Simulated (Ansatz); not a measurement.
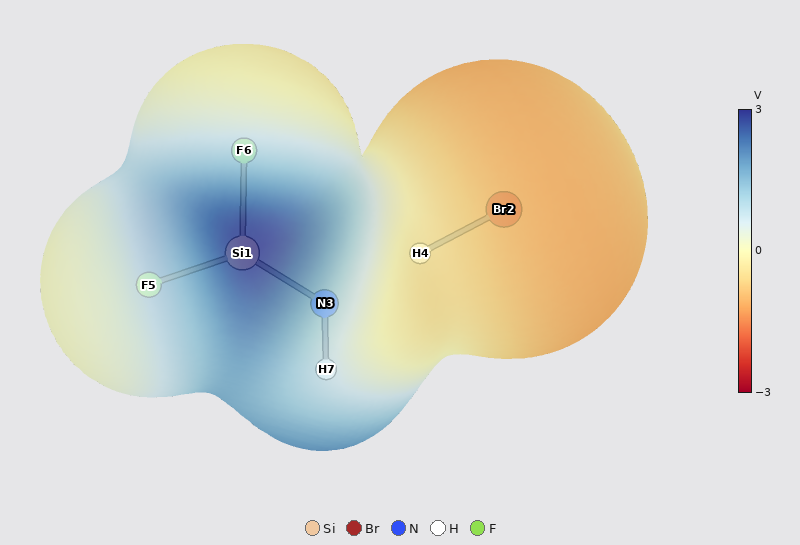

Figure 1: F₂HNSi···HBr. The electrostatic potential painted on the density surface at 0.001 e/bohr³, seen at a tilt; the colour scale runs from red (negative) to blue (positive).

Level of theory: UKS B3LYP-D4/def2-mTZVP (Ansatz).

```json
{"atom": "Si", "x (Å)": "-1.1867", "y (Å)": "-0.1734", "z (Å)": "-0.1666"}
{"atom": "Br", "x (Å)": "2.7508", "y (Å)": "0.3664", "z (Å)": "1.4683"}
{"atom": "N", "x (Å)": "0.3171", "y (Å)": "0.0663", "z (Å)": "-0.5997"}
{"atom": "H", "x (Å)": "1.6137", "y (Å)": "0.2254", "z (Å)": "0.5020"}
{"atom": "F", "x (Å)": "-2.5254", "y (Å)": "-0.3435", "z (Å)": "-0.9893"}
{"atom": "F", "x (Å)": "-1.5876", "y (Å)": "-0.2888", "z (Å)": "1.3491"}
{"atom": "H", "x (Å)": "0.6180", "y (Å)": "0.1478", "z (Å)": "-1.5638"}
```

Q: Where is the surface potential most negative and most positive?

A: The most negative region (about −1.1 V) lies over Br2, the most positive (about +2.9 V) over Si1.
